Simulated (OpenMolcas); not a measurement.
# One shape, several levels: triplet [PH2]−

Aim: a comparison of 3 runs (UPBE0/3-21G, ROMP2/3-21G, ROCCSD(T)/3-21G) of triplet [PH2]−. 

The results are computed with OpenMolcas 26.06.

## Step 1: Starting point

[PH2]−: 3 atoms, total charge -1, spin state triplet. SMILES of the parent species: `[PH2-]`. Geometry: relaxed at GFN2-xTB. That shape belongs to the parent species and isn't relaxed for this state.

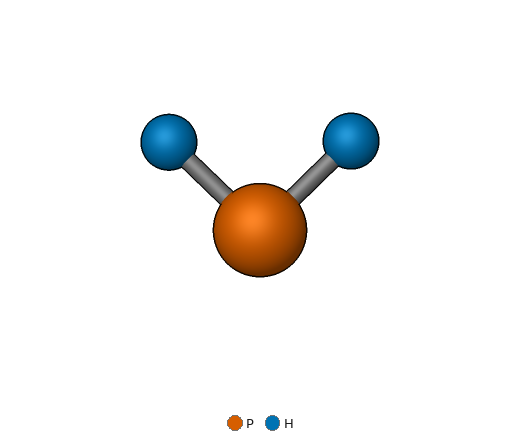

The structure, seen from a chosen angle (phosphorus orange, hydrogen blue).

## Step 2: The energy at UPBE0/3-21G (run 1)

The input, test.inp:

```
&GATEWAY
BasLib = $CurrDir
Coord
3
bohr
P      0.94282216    -0.55478580     0.46307739
H      0.19953618     1.87124460     0.31205047
H     -1.14233944    -1.31647770    -0.77512786
Basis = 3-21G
Group = NoSym
&SEWARD
GridInput
Grid=UltraFine
End of Grid
&SCF
UHF
Charge = -1
Spin = 3
KSDFT = PBE0
Thresholds = 1e-10 1e-07 1e-07 1e-05
PrOrbitals = 1 1
```

The basis set 3-21G is read from a file made from the Basis Set Exchange's data (not shown).

Launch:

```
$ export MOLCAS_MEM=1860
$ pymolcas test.inp > test.log
```

The program printed:

```text
--- Start Module: gateway ---
[...]
--- Stop Module: gateway /rc=_RC_ALL_IS_WELL_ ---
--- Start Module: seward ---
[...]
      Basis functions           17
--- Stop Module: seward /rc=_RC_ALL_IS_WELL_ ---
--- Start Module: scf ---
[...]
       Convergence after  13 Iterations
[...]
::    Total KS-DFT energy                            -340.4522491990
[...]
      Total spin, S                                     1.0007790942
[...]
      Total electronic charge=   18.000000
      Total            charge=   -1.000000
[...]
      Dipole Moment (debye):
      Origin of the operator (angstrom)=    0.4532   -0.2667    0.2226
                   X= -8.4933E-01               Y=  4.9998E-01               Z= -4.1714E-01           Total=  1.0702E+00
      Center of Charge (angstrom)
[...]
--- Stop Module: scf /rc=_RC_ALL_IS_WELL_ ---
[...]
```

It took 2.7 s on 1 thread of Intel Xeon 6975P-C (Granite Rapids), shared host; peak memory 0.37 GiB.

## Step 3: The energy at ROMP2/3-21G (run 2)

The input, test.inp:

```
* H2P ROMP2
>>> EXPORT MOLCAS_PRINT=2

&gateway
  baslib
  $CurrDir
  coord
  3
  bohr
  P      0.94282216    -0.55478580     0.46307739
  H      0.19953618     1.87124460     0.31205047
  H     -1.14233944    -1.31647770    -0.77512786
  basis
  3-21G
  group
  NoSym

&seward

&scf
  uhf
  charge
  -1
  spin
  3
  thresholds
  1e-10 1e-07 1e-07 1e-05
  prorbitals
  1 1

&rasscf
  fileorb
  $Project.UnaOrb
  spin
  3
  nactel
  2 0 0
  inactive
  8
  ras2
  2
  outorbitals
  Canonical
  orblisting
  Nothing

&caspt2
  ipea
  0.0
  frozen
  5
```

The basis set 3-21G is read from a file made from the Basis Set Exchange's data (not shown).

Launch:

```
$ export MOLCAS_MEM=1860
$ pymolcas test.inp > test.log
```

The program printed:

```text
--- Start Module: gateway ---
[...]
--- Stop Module: gateway /rc=_RC_ALL_IS_WELL_ ---
[...]
      Basis functions           17
[...]
       Convergence after  15 Iterations
[...]
::    Total SCF energy                               -339.9342761553
[...]
      Total spin, S                                     1.0029826868
[...]
--- Start Module: rasscf ---
[...]
      Number of active orbitals                  2
[...]
      Spin quantum number                      1.0
[...]
      Active orbitals                            2
[...]
      Number of CSFs                             1
[...]
      Number of root(s) required                 1
[...]
      Convergence after  7 iterations
[...]
      printout of CI-coefficients larger than  0.05 for root  1
      energy=    -339.932287
      conf/sym  11     Coeff  Weight
             1  uu   1.00000 1.00000
      Natural orbitals and occupation numbers for root  1
      sym 1:   1.000000   1.000000
      ************************************************************************************************************************
      *                                                    Final results                                                     *
[...]
::    RASSCF root number  1 Total energy:   -339.93228674
[...]
      Total electronic charge=   18.000000
      Total            charge=   -1.000000
[...]
      Dipole Moment (debye):
      Origin of the operator (angstrom)=    0.4532   -0.2667    0.2226
                   X= -6.8195E-01               Y=  4.0151E-01               Z= -3.3492E-01           Total=  8.5932E-01
      Center of Charge (angstrom)
[...]
--- Stop Module: rasscf /rc=_RC_ALL_IS_WELL_ ---
--- Start Module: caspt2 ---
[...]
      E2 (Variational):          -0.0488790000
      Total energy:            -339.9811657376
[...]
      Reference weight:           0.97574
[...]
::    CASPT2 Root  1     Total energy:   -339.98116574
[...]
```

Wall time 1.5 s (1 thread of Intel Xeon 6975P-C (Granite Rapids), shared host); peak memory 0.37 GiB.

## Step 4: The energy at ROCCSD(T)/3-21G (run 3)

The input, test.input:

```
* H2P CCSD(T)
&GATEWAY
BASLIB=$CurrDir
COORD
3
bohr
P      0.94282216    -0.55478580     0.46307739
H      0.19953618     1.87124460     0.31205047
H     -1.14233944    -1.31647770    -0.77512786
BASIS=3-21G
GROUP=NoSym
&SEWARD
&SCF
UHF
CHARGE=-1
SPIN=3
THRESHOLDS=1e-10 1e-07 1e-07 1e-05
PRORBITALS=1 1
&RASSCF
FILEORB=$Project.UnaOrb
SPIN=3
NACTEL=2 0 0
INACTIVE=8
RAS2=2
OUTORBITALS=Canonical
ORBLISTING=Nothing
&MOTRA
JOBIPH
FROZEN=5
&CCSDT
CCT
TRIPLES=3
ITERATIONS=80
ACCURACY=1e-08
EXTRAPOLATION=5 4
```

The basis set 3-21G is read from a file made from the Basis Set Exchange's data (not shown).

Launch:

```
$ export MOLCAS_MEM=1860
$ pymolcas test.input > test.log
```

The program printed:

```text
--- Start Module: gateway ---
[...]
--- Stop Module: gateway /rc=_RC_ALL_IS_WELL_ ---
[...]
      Basis functions           17
[...]
       Convergence after  15 Iterations
[...]
::    Total SCF energy                               -339.9342761553
[...]
      Total spin, S                                     1.0029826868
[...]
      Number of active orbitals                  2
[...]
      Spin quantum number                      1.0
[...]
      Active orbitals                            2
[...]
      Number of CSFs                             1
[...]
      Number of root(s) required                 1
[...]
      Convergence after  7 iterations
[...]
      printout of CI-coefficients larger than  0.05 for root  1
      energy=    -339.932287
      conf/sym  11     Coeff  Weight
             1  uu   1.00000 1.00000
      Natural orbitals and occupation numbers for root  1
      sym 1:   1.000000   1.000000
      ************************************************************************************************************************
      *                                                    Final results                                                     *
[...]
::    RASSCF root number  1 Total energy:   -339.93228674
[...]
      Total electronic charge=   18.000000
      Total            charge=   -1.000000
[...]
      Dipole Moment (debye):
      Origin of the operator (angstrom)=    0.4532   -0.2667    0.2226
                   X= -6.8195E-01               Y=  4.0151E-01               Z= -3.3492E-01           Total=  8.5932E-01
      Center of Charge (angstrom)
[...]
--- Start Module: motra ---
[...]
--- Start Module: ccsdt ---
[...]
      Convergence after                    13  Iterations
      Total energy (diff) :    -339.99368216       0.00000001
[...]
 METHOD                       : CCSD+T(CCSD)+<T3(1)WT1>+<T3(1)UT2> = CCSD(T)
[...]
       CCSD     =      -339.9936821550601
[...]
```

Run time: 1.6 s. Hardware: 1 thread of Intel Xeon 6975P-C (Granite Rapids), shared host; peak memory 0.37 GiB.

## Step 5: Overview of the runs

| run | level | integration grid | frozen core orbitals | energy (Eh) | wall time |
| --- | --- | --- | --- | --- | --- |
| 1 | UPBE0/3-21G | UltraFine | – | -340.452249 | 2.7 s |
| 2 | ROMP2/3-21G | – | 5 | -339.981166 | 1.5 s |
| 3 | ROCCSD(T)/3-21G | – | 5 | -339.994176 | 1.6 s |

## Step 6: Summary of results

| quantity | value |
| --- | --- |
| run 3: total energy | -339.99418 Eh |
| run 3: (T) correction | -0.49 mEh |

In run 1 the HOMO lies above zero, so the outermost electron may be held by the basis alone. All runs together took 5.7 s, the longest 2.7 s.
